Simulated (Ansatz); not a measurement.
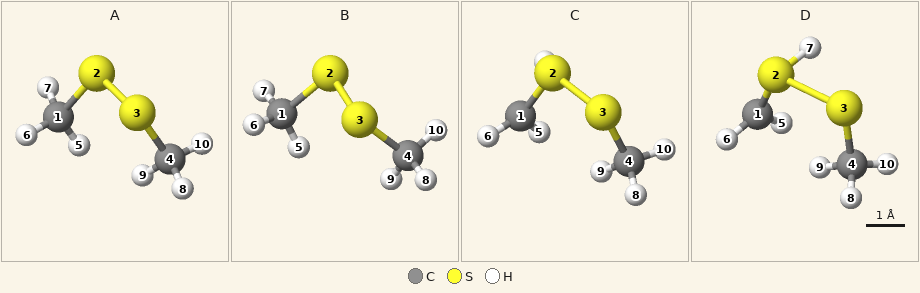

4 geometries from a converged minimum-energy path of C$_{2}$H$_{6}$S$_{2}$, shuffled. Style: ball-and-stick. Shown from a free direction.

Method: RKS BLYP-D4/cc-pVDZ in Ansatz. Run with 5 movable images; climbing image; force threshold 0.05 eV/Å; iteration limit 60; starting path through a guess of the saddle point.

### One of them is the converged climbing image. Which?

C. In order along the path, whose images run from 0 to 6: B (image 0, 0.00 eV), A (image 2, +0.29 eV), C (image 4, +2.98 eV), D (image 6, +2.01 eV). A hydrogen atom shifts from one atom to another. Breaking: C1–H7 (1.11 → 1.67 at the top → 2.33 Å). Forming: S2–H7 (2.41 → 1.50 at the top → 1.37 Å).
